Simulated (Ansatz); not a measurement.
```xyz
9

O    -0.5435    1.8285   -0.3581
Si    0.2425    0.5951    0.4027
C    -0.2932   -1.0748   -0.2654
Br    0.6707   -2.4089    0.7768
H    -0.1858    2.1530   -1.1847
H    -0.1318    0.6699    1.8312
H     1.7130    0.7056    0.2193
H    -1.3553   -1.2742   -0.1301
H    -0.0281   -1.2405   -1.3089
```

Geometry: PBE0-D4/def2-TZVP.

The calculation used Ansatz, RKS PBE0-D4/def2-TZVPP.

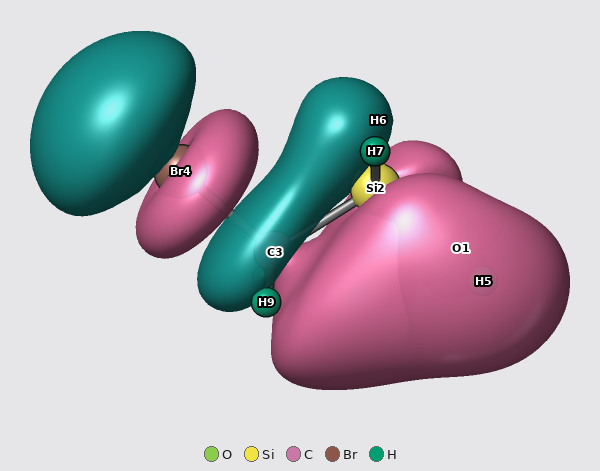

CH5BrOSi (SMILES O[SiH2]CBr). One frontier orbital at ±0.06 Å⁻³ᐟ² (teal and pink are the two phases), seen across its widest extent.

**Which orbital is it: HOMO or LUMO?**

The LUMO, at −0.45 eV. By Hirshfeld shares it lies mainly on Br4 (about 40 %), C3 (about 20 %), Si2 (about 15 %), H5 (about 5 %) and O1 (about 5 %).
